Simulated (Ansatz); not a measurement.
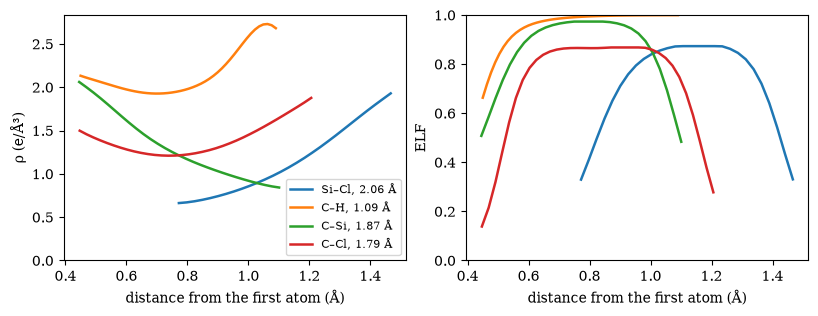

Figure. CH4Cl2Si (SMILES ClC[SiH2]Cl). Electron density and ELF along straight lines between neighbouring atoms. The curves leave out the atomic cores.

Geometry: PBE0-D4/def2-TZVP.

Method: RKS PBE0-D4/def2-TZVPP in Ansatz 0.2.0.

```csv
atom,x (Å),y (Å),z (Å)
Cl,-1.6576,1.4973,-0.1537
C,0.0417,0.9484,-0.2081
Si,0.0167,-0.8853,0.1746
Cl,1.9508,-1.5882,0.1289
H,0.6064,1.5210,0.5273
H,0.4354,1.1626,-1.2014
H,-0.5328,-1.1095,1.5290
H,-0.7684,-1.6033,-0.8524
```

Question: What can be read from the curves?

Answer: Si–Cl (2.06 Å): ρ is about 0.9 e/Å³ halfway; the ELF peaks at about 0.85 between the atoms, as expected for a polar covalent bond.
C–H (1.09 Å): ρ is about 2 e/Å³ halfway; the ELF climbs to about 1 towards the hydrogen, as it does in any bond to H: a covalent bond by its length.
C–Si (1.87 Å): ρ at the midpoint is about 0.99 e/Å³; the ELF peaks at about 1 between the atoms; a covalent bond.
C–Cl (1.79 Å): ρ at the midpoint is about 1.3 e/Å³; the ELF peaks at about 0.85 between the atoms; localised, covalent bonding.
